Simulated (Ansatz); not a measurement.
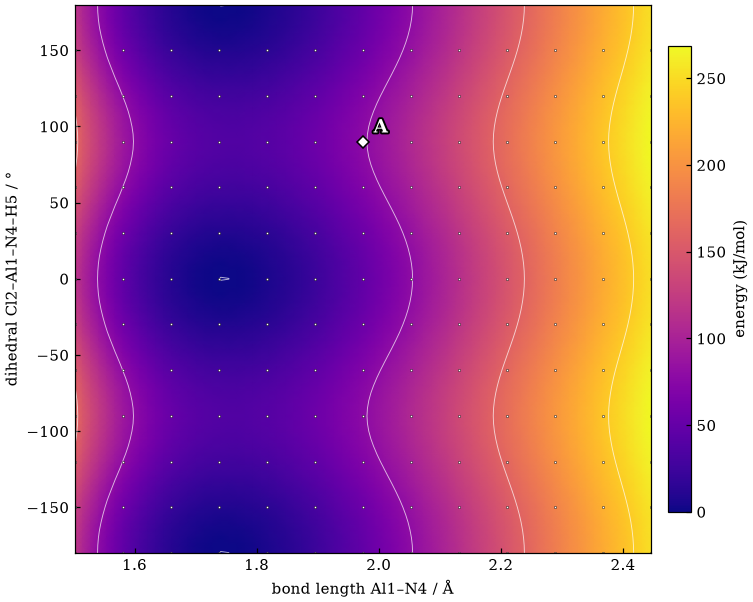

AlCl2(NH2). The first coordinate is: bond length Al1–N4; the second: dihedral Cl2–Al1–N4–H5. Nothing is relaxed (all other coordinates rigid). Grid: 13 × 12 points; 52 points were computed and 104 follow by symmetry. Points are written as (first, second). Energies: kJ/mol, counted from the lowest grid point. Theory: Ansatz 0.2.0, RKS PBE0-D4/def2-TZVP.

Drawn: a smooth colour map with a few white contour lines, dots at the grid points, the point A. Between grid points the surface is interpolated.

Q: Is A at rest? If not, where is it pushed?

A: A, at (1.974 Å, 90°), is not a stationary point. The computed force is 330 kJ/mol for each Å towards smaller values of bond length Al1–N4 and nearly zero along dihedral Cl2–Al1–N4–H5.
